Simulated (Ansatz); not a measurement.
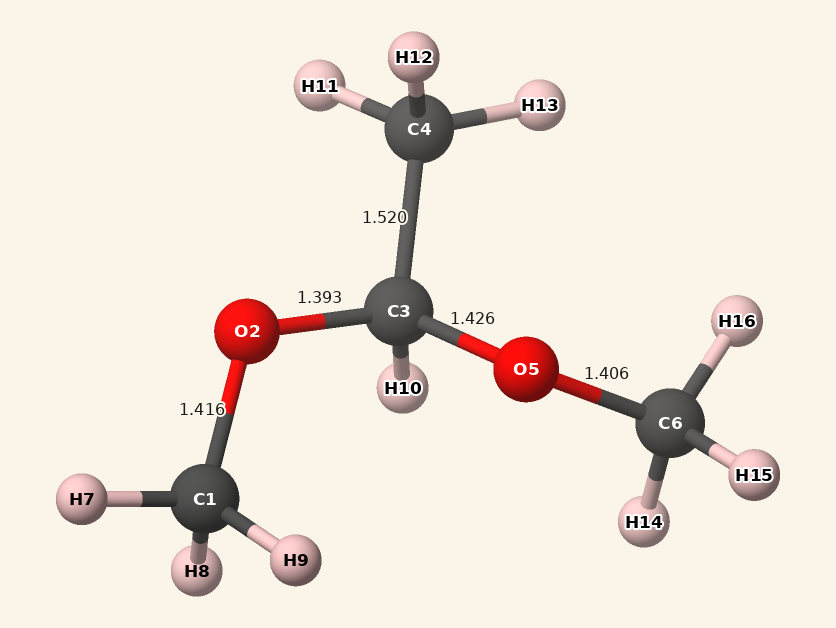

The numbers beside the sticks are distances in Å. Sticks don't show bond order. The computed structure is the end point of a PBE-D4/def2-SVP optimisation. No frequency run is at hand to confirm it as a minimum.

> Which of the marked bonds are single, double, triple or aromatic?

C1–O2 single; O2–C3 single; C3–C4 single; C3–O5 single; O5–C6 single.

> Give the structure as SMILES.

COC(C)OC
